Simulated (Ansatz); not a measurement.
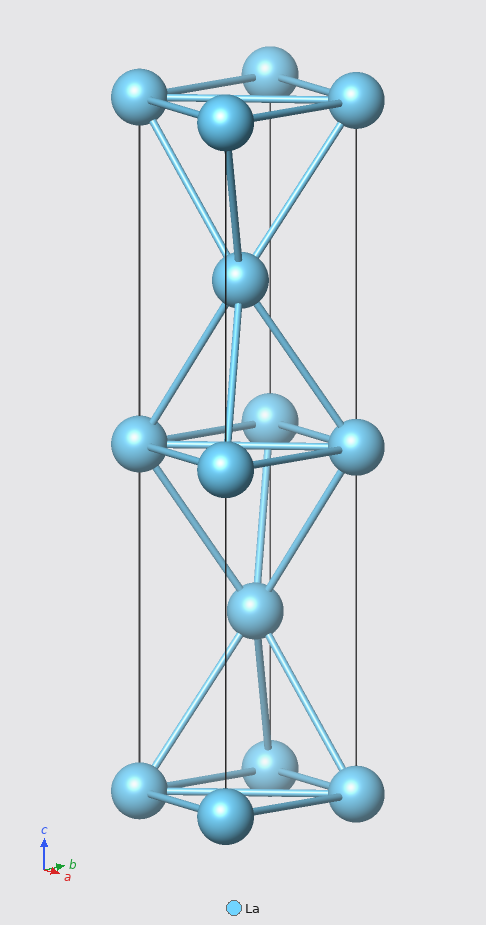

Ball-and-stick drawing of the structure, looking slightly off an axis. The wireframe shows the conventional unit cell.

Bonding distances used: La–La up to 4.17 Å (cut-off distances).

> How many atoms does the box hold, once sharing is allowed for?

4 (lanthanum), counting shared atoms by their share.

> To which lattice type does it belong?

Primitive hexagonal.

> Identify the space group.

P6_3/mmc (No. 194), with La on 2a and La on 2c.

> Does the bonding give isolated units, chains, sheets or a framework?

The bonds build a three-dimensional framework.

Its origin is a structure type known for this element. It was relaxed at fixed volume with DFT PBE, spin-orbit coupling, plane waves, PAW in Ansatz 0.2.0.
